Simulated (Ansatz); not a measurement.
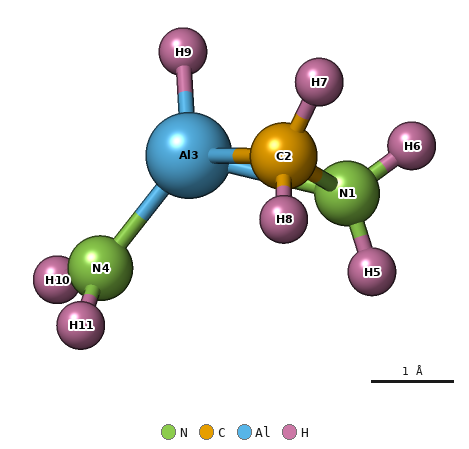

Figure 1. The input geometry of run 1 (ball-and-stick view, seen at a tilt; atoms are numbered from 1 in the order of the input). Sticks mark near contacts.

# What a change does: single-point calculation on CH$_{7}$AlN$_{2}$

System: CH$_{7}$AlN$_{2}$.
Method of run 1: RKS PBE0-D4/def2-TZVPP (Ansatz 0.2.0).

The geometry comes from this level: PBE0-D4/def2-TZVP. Text and figures count atoms from 1; the logs count them from 0 in places.

Input file, run 1:
```yaml
crystal:
  periodic: [false, false, false]
  atoms:
    - {symbol: N, position_ang: [-1.198154, 0.512087, 0.240878]}
    - {symbol: C, position_ang: [-0.064482, 1.259123, -0.460950]}
    - {symbol: Al, position_ang: [0.656947, -0.222043, 0.573955]}
    - {symbol: N, position_ang: [1.037709, -1.756835, -0.249920]}
    - {symbol: H, position_ang: [-1.833085, 0.058749, -0.401571]}
    - {symbol: H, position_ang: [-1.730693, 1.082095, 0.883265]}
    - {symbol: H, position_ang: [-0.019728, 2.288394, -0.112417]}
    - {symbol: H, position_ang: [-0.207053, 1.246290, -1.539554]}
    - {symbol: H, position_ang: [1.020030, -0.034565, 2.106661]}
    - {symbol: H, position_ang: [1.280827, -2.610188, 0.224912]}
    - {symbol: H, position_ang: [1.122984, -1.880006, -1.244759]}
basis:
  gaussian: {orbitals: def2-TZVPP}
hamiltonian: {xc: pbe0, dispersion: d4}
output: {orbitals: {seedname: orbitals}}
```

Launched with:
```bash
ansatz run in.yaml --threads 2 --pin off --events-out ev --progress --plain --max-ram 4352MiB
```

Hardware: 2 threads of Arm Neoverse V1, 23 GiB of memory available, shared host.

Output (run 1):
```
Functional definition: PBE0
  parameter a = 0.25
  parameter kappa = 0.804
  parameter beta = 0.06672455060314922
  exchange = (1 - a)*pbe_x(kappa = kappa, mu = beta*pi^2/3) + a*exact_x
  correlation = pbe_c(beta = beta)
1203 factors; their error is unknown
mean field evaluation 1: about -10709.4664 eV, gradient 8.2e1 eV
mean field evaluation 2: about -10692.9719 eV, gradient 1.1e2 eV
mean field evaluation 4: about -10722.7732 eV, gradient 6.7e0 eV
mean field evaluation 8: about -10722.8710 eV, gradient 1.3e-1 eV
mean field evaluation 16: about -10722.8820 eV, gradient 1.9e-5 eV
mean field -10722.88196573 eV, -394.0586440102 hartree, gradient 1.9e-5 eV, S^2 0.000000; 0 other end points of the search recorded, 0 dependent functions left out
reference -10722.88199953 eV, -394.0586452521 hartree; 20, 20 occupied and 213, 213 virtual orbitals, 1203 factors
Total energy: -10723.03876883 eV, -394.0644064177 hartree
```

For run 2 the input was changed thus:
```diff
-  gaussian: {orbitals: def2-TZVPP}
+  gaussian: {orbitals: def2-SVP}
```

How does run 2 compare with run 1?

The total energy of run 2 is 166.9 kcal/mol higher, which measures the change of basis and not a stability. The HOMO goes from −6.37 to −6.16 eV. The LUMO goes from 0.57 to 1.18 eV. The basis functions go from 233 to 95.

Output (run 2):
```
Functional definition: PBE0
  parameter a = 0.25
  parameter kappa = 0.804
  parameter beta = 0.06672455060314922
  exchange = (1 - a)*pbe_x(kappa = kappa, mu = beta*pi^2/3) + a*exact_x
  correlation = pbe_c(beta = beta)
1134 factors; their error is unknown
mean field evaluation 1: about -10705.2266 eV, gradient 7.0e1 eV
mean field evaluation 2: about -10694.9733 eV, gradient 9.3e1 eV
mean field evaluation 4: about -10715.5012 eV, gradient 5.0e0 eV
mean field evaluation 8: about -10715.5601 eV, gradient 6.8e-2 eV
mean field evaluation 16: about -10715.6460 eV, gradient 4.4e-5 eV
mean field -10715.64602638 eV, -393.7927281438 hartree, gradient 4.4e-5 eV, S^2 0.000000; 0 other end points of the search recorded, 0 dependent functions left out
reference -10715.64605682 eV, -393.7927292622 hartree; 20, 20 occupied and 75, 75 virtual orbitals, 1134 factors
Total energy: -10715.80282612 eV, -393.7984904278 hartree
```

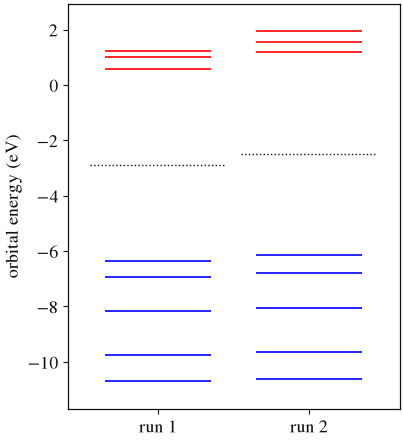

Figure 2. The five highest filled and three lowest empty orbital energies of the two runs; the dotted lines part filled from empty levels. The HOMO–LUMO gap is 6.94 eV in run 1 and 7.34 eV in run 2.

The two runs side by side:

```csv
quantity,run 1,run 2
outcome,converged,converged
total energy (hartree),−394.064406,−393.798490
HOMO (eV),−6.37,−6.16
LUMO (eV),0.57,1.18
basis functions,233,95
wall time (shared host),3.9 s,1.4 s
```
